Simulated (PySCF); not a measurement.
SMILES F[SiH2][SiH2][Si](F)(F)F (H4F4Si3) at its GFN2-xTB optimised geometry (Å):

```
11

F      2.5427    -0.5977     1.5172
Si     2.0747    -0.8845     0.0000
Si    -0.2456    -0.8845     0.0000
Si    -1.1631     1.2070     0.0000
F     -0.9645     2.0712     1.3217
F     -0.5522     2.1691    -1.1152
F     -2.7256     1.3619    -0.2586
H      2.7007    -2.1691    -0.2946
H      2.7256     0.1819    -0.7548
H     -0.7379    -1.5865    -1.1996
H     -0.8265    -1.6255     1.1345
```

Computed with B3LYP/def2-TZVP in PySCF.

Map of the HOMO−1 amplitude (bohr^(-3/2)) on the plane z = 0.8 Å; orbital energy -9.71 eV, overall sign arbitrary:

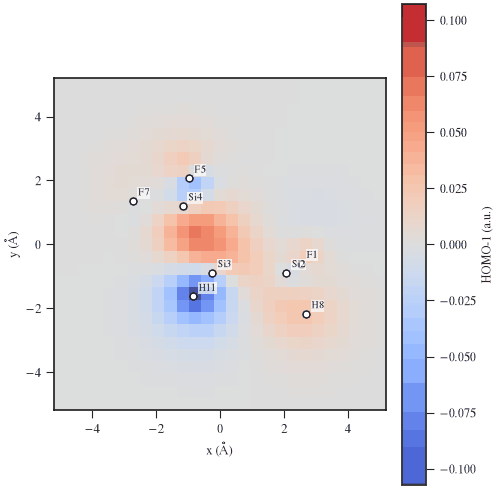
HOMO−1 amplitude (bohr^(-3/2)) on the plane z = 0.8 Å.
